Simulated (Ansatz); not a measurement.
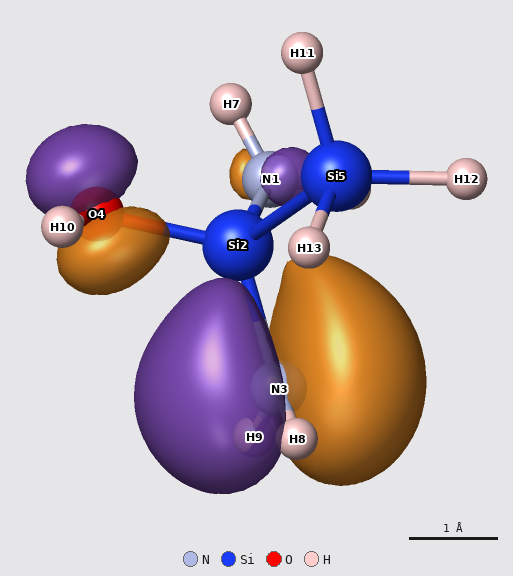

Figure 1: H$_{8}$N$_{2}$OSi$_{2}$. The HOMO−1 at ±0.1 Å⁻³ᐟ² (orange and purple are the two phases), seen at an oblique angle.

Geometry: PBE0-D4/def2-TZVP.

These are results of RKS PBE0-D4/def2-TZVPP in Ansatz 0.2.0, not measurements.

The calculation's input:

```
crystal:
  periodic: [false, false, false]
  atoms:
    - {symbol: N, position_ang: [-0.883223, 1.375045, -1.056460]}
    - {symbol: Si, position_ang: [0.218104, 0.276876, -0.357363]}
    - {symbol: N, position_ang: [1.146810, 1.168475, 0.762482]}
    - {symbol: O, position_ang: [0.970642, -0.331062, -1.698929]}
    - {symbol: Si, position_ang: [-0.684019, -1.517564, 0.872297]}
    - {symbol: H, position_ang: [-1.446701, 1.980200, -0.484624]}
    - {symbol: H, position_ang: [-1.312554, 1.170945, -1.943043]}
    - {symbol: H, position_ang: [1.618523, 0.728818, 1.534404]}
    - {symbol: H, position_ang: [1.573725, 2.044680, 0.504748]}
    - {symbol: H, position_ang: [1.498346, -1.120990, -1.579114]}
    - {symbol: H, position_ang: [-1.450162, -2.435690, -0.017149]}
    - {symbol: H, position_ang: [-1.606115, -1.040448, 1.940964]}
    - {symbol: H, position_ang: [0.377125, -2.333785, 1.536588]}
basis:
  gaussian: {orbitals: def2-TZVPP}
hamiltonian: {xc: pbe0, dispersion: d4}
output: {orbitals: {seedname: orbitals}}
```

Command:

```sh
ansatz run in.yaml --threads 4 --pin off --events-out ev --progress --plain --max-ram 10444MiB
```

Q: Where does this orbital lie, and at what energy?

A: It lies mainly on N3 (about 65 %) and O4 (about 10 %); largely a lone pair of N3. Its energy is −7.64 eV.
